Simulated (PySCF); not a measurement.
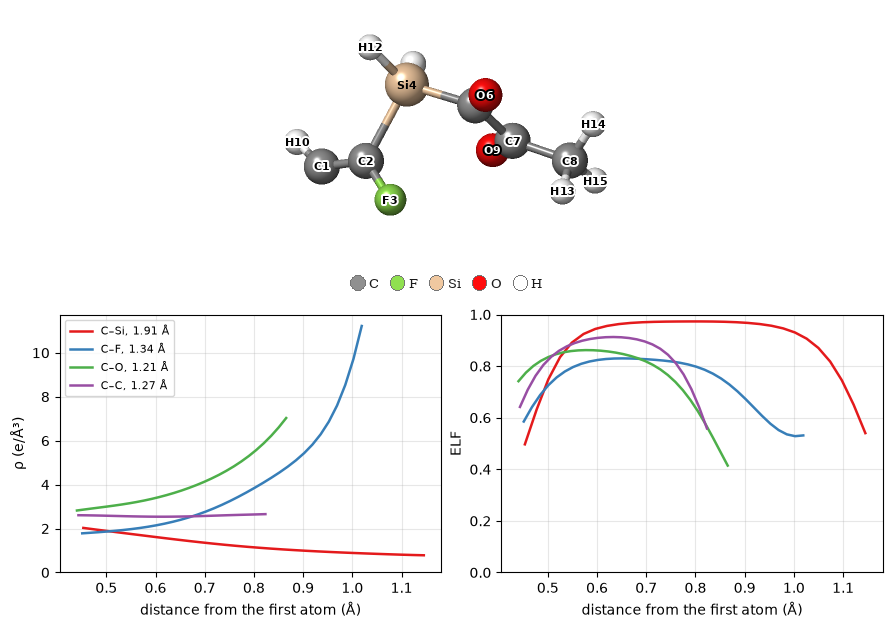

The picture shows: C5H6FO2Si (SMILES [H]/[C]=C(/F)[SiH2]C(=O)C(C)=O) (doublet). Total electron density and electron localisation function along straight lines between neighbouring atoms. The curves leave out the atomic cores. The structure is drawn too.

Geometry: GFN2-xTB.

All numbers below come from UKS B3LYP, pcH-1 on C F H O Si, non-relativistic, mean-field spin-orbit, GIAO in PySCF 2.14.0, density-fitted response routines.

```yaml
atoms:
  - { symbol: C, position_ang: [2.9482, 1.4140, 0.8224] }
  - { symbol: C, position_ang: [1.8292, 0.8390, 0.9696] }
  - { symbol: F, position_ang: [0.8275, 1.1597, 1.7940] }
  - { symbol: Si, position_ang: [1.4154, -0.8012, -0.1050] }
  - { symbol: C, position_ang: [-0.4465, -1.0086, 0.2603] }
  - { symbol: O, position_ang: [-0.9471, -1.8193, 1.0138] }
  - { symbol: C, position_ang: [-1.1865, 0.0787, -0.4693] }
  - { symbol: C, position_ang: [-2.6727, 0.1005, -0.3809] }
  - { symbol: O, position_ang: [-0.4951, 0.8603, -1.0962] }
  - { symbol: H, position_ang: [3.8322, 1.3202, 0.2474] }
  - { symbol: H, position_ang: [1.8160, -0.5436, -1.4775] }
  - { symbol: H, position_ang: [2.1839, -1.8770, 0.5207] }
  - { symbol: H, position_ang: [-2.9484, 0.3308, 0.6484] }
  - { symbol: H, position_ang: [-3.0655, -0.8899, -0.6039] }
  - { symbol: H, position_ang: [-3.0952, 0.8445, -1.0507] }
```

### What can be read from the curves?

C–Si (1.91 Å): ρ at the midpoint is about 0.93 e/Å³; the ELF peaks at about 1 between the atoms: a shared electron pair.
C–F (1.34 Å): ρ at the midpoint is about 2.5 e/Å³; the ELF peaks at about 0.85 between the atoms, as expected for a shared but strongly polarised pair.
C–O (1.21 Å): ρ is about 3.4 e/Å³ halfway; the ELF peaks at about 0.85 between the atoms (a short, multiple covalent bond).
C–C (1.27 Å): the density is about 2.5 e/Å³ at the midpoint; the ELF peaks at about 0.90 between the atoms; a multiple bond.
